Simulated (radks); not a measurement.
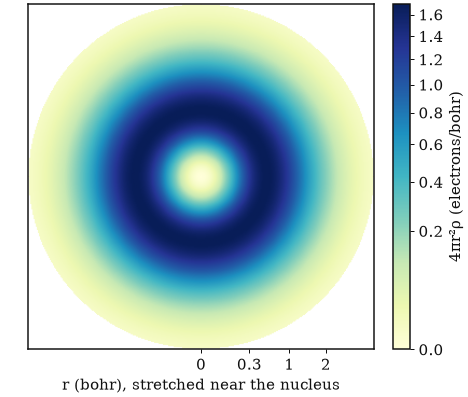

The radial density 4πr²ρ as a disc about the nucleus, with the radius drawn as r to the power 0.5. There is one bright ring, at r = 0.558 bohr.

## Atomic calculation, with input and output: He

System: the neutral helium atom in the configuration 1s2.
Method: non-relativistic Kohn-Sham, PBE, spin-polarised, spherical densities, point nucleus (the in-house radial solver radks).

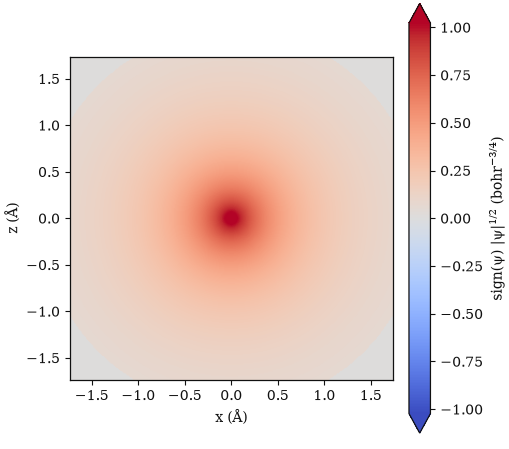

The 1s orbital. The radial function comes from the spherical calculation and is multiplied by a real spherical harmonic; the overall sign is chosen so that the largest lobe of P(r) is positive. In the xz plane through the nucleus, the colour gives the signed square root of ψ. (1 bohr = 0.529 Å.) It has no angular node and no radial node. The maximum of P² lies at 0.560 bohr, ⟨r⟩ = 0.946 bohr, 90 % of the charge lies within 1.74 bohr, and the eigenvalue is −15.8 eV, with 2 electrons in the shell.

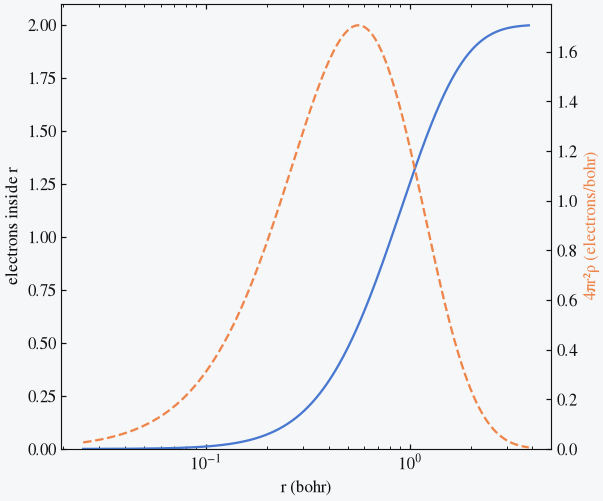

The number of electrons inside radius r (solid) and the radial density 4πr²ρ (dashed). The count levels off at 2 electrons. Half of them lie within 0.815 bohr, 90 % within 1.74 bohr and 99 % within 2.91 bohr. The radial density has a single maximum, so no shell boundary shows.

These pictures come from the run below.

**Input**
```
Z 2
configuration [He]
relativity non-relativistic
functional pbe,pbe
spin polarised
nucleus point
```

Energies in input and log are in hartree, lengths in bohr.

**Log**
```
1s      1   1.0000          -0.57929071
1s      2   1.0000          -0.57929071
Etot -2.89293486684817
Ekin 2.8559475957072693
Encl -6.729457535585581
Eh 2.0267373340480943
Exc -1.0461622610179524
err 8.072542565047362e-11
it 14
```

**Orbitals**

```csv
orbital,occupation,energy (eV),⟨r⟩ (bohr),outer maximum (bohr)
1s up,1,−15.763,0.9459,0.560
1s down,1,−15.763,0.9459,0.560
```

**Summary**

- outcome: converged
- total energy: −2.892935 hartree
- kinetic energy: 2.855948 hartree
- electron–nucleus energy: −6.729458 hartree
- Hartree energy: 2.026737 hartree
- exchange–correlation energy: −1.046162 hartree
- radius at density 0.001 e/bohr³: 2.56 bohr
- SCF iterations: 14
- hardware: 1 CPU thread, shared host
